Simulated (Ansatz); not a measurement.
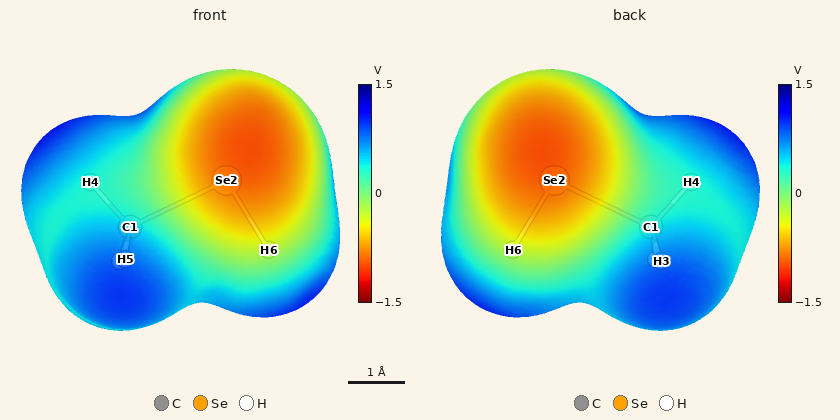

CH4Se. The electrostatic potential painted on the density surface at 0.002 e/bohr³, seen from the front and from behind; red is negative and blue positive.

Geometry: PBE0-D4/def2-TZVP.

The calculation used Ansatz 0.2.0, RKS PBE0-D4/def2-TZVPP.

```json
{"atom": "C", "x (Å)": "-0.1344", "y (Å)": "-0.3535", "z (Å)": "-0.3938"}
{"atom": "Se", "x (Å)": "0.8543", "y (Å)": "0.2568", "z (Å)": "1.1707"}
{"atom": "H", "x (Å)": "-1.1979", "y (Å)": "-0.4132", "z (Å)": "-0.1748"}
{"atom": "H", "x (Å)": "0.2439", "y (Å)": "-1.3500", "z (Å)": "-0.6172"}
{"atom": "H", "x (Å)": "0.0513", "y (Å)": "0.3004", "z (Å)": "-1.2427"}
{"atom": "H", "x (Å)": "0.1828", "y (Å)": "1.5596", "z (Å)": "1.2578"}
```

> Which sites attract a positive test charge, and which a negative one?

A positive charge is drawn to the negative regions and a negative charge to the positive ones. The most negative region (about −1.0 V) lies over Se2, the most positive (about +1.0 V) over H4 and H6.
